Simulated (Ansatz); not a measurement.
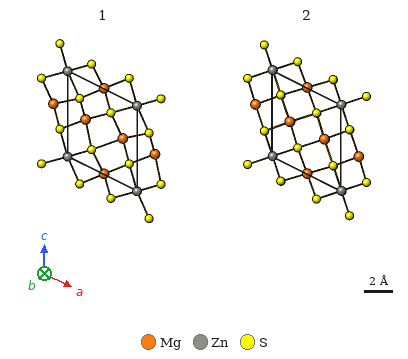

Two geometries of a crystal of Mg3ZnS4 (built on the Li3SbS4-121 type type), drawn at one scale. One is the start of a relaxation, the other its converged end. Style: ball-and-stick. Shown: the cell of the calculation, reduced to other axes, along the b axis. Lengths and directions refer to the drawn axes.

These are results of DFT, PBEsol, plane waves, PAW (Ansatz), not measurements. Settings: plane-wave cutoff 420 eV; k-point mesh 4 × 4 × 4; occupations fermi dirac; smearing width 0.05 eV; no spin polarisation; cell and atoms relaxed; force threshold 0.01 eV/Å; at most 120 steps.

Which geometry has the lower energy?

Structure 2 is the relaxed one. Case: shaken. The energy falls by 182 meV per atom in 4 accepted moves (5 points after the start). The largest force component goes from 3.4 to 0.00052 eV/Å. Pressure: 2.06 GPa at the start and 0.00 GPa at the end. At 1 point the geometry stayed and the basis and grid were re-selected for the new cell (energy shift of less than 0.05 meV per atom at most each time). The largest move relative to the cell is that of an S atom, 0.30 Å along [−2 1 1]. Largest moves by element: S 0.30 Å, Mg 0.22 Å, Zn 0.11 Å. Cell: a 5.620 → 5.582 Å (−0.7 %), b 5.642 → 5.583 Å (−1.0 %), c 6.793 → 6.827 Å (+0.5 %), β 113.7° → 114.1°, γ 90.6° → 90.0°. Volume −1.3 %. Some distances before and after: Mg–S 2.081 → 2.439 Å, S–Zn 2.625 → 2.336 Å, Mg–S 2.682 → 2.439 Å, S–Zn 2.539 → 2.336 Å. Among the angles between lasting bonds that change: Mg–S–Zn 99.4° → 111.3°, S–Mg–S 120.0° → 108.1°, Mg–S–Mg 96.5° → 107.5°. The space group (tolerance 0.01 Å) goes from P1 (No. 1) to I-42m (No. 121).
